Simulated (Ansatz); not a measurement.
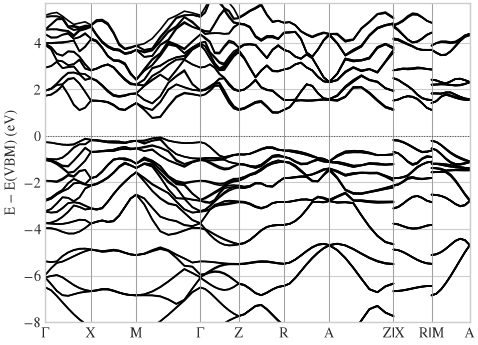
Figure. Band structure from the program Ansatz at the r²SCAN with spin–orbit coupling level (PAW)

Problem. Read off the gap and where the band edges lie.

Solution. About 0.7 eV (0.70 eV by a search for the band edges); maximum on the M–Γ line, 32 % of the way from M, minimum on the M–Γ line, 31 % of the way from M.

The material is Ge in space group P4_32_12 (No. 96; Ge on 4a, Ge on 8b).

The first step of the workflow began from a Materials Project structure, measured or hypothetical; the Crystallography Open Database files this formula in space group No. 96, but the cells were not matched. It is not the phase usual at ambient conditions (space group No. 227). The cell was relaxed with r²SCAN under the symmetry of its start; whether a distortion lowers the energy is not shown.

Potentials: the earlier of the program's two PAW sets.
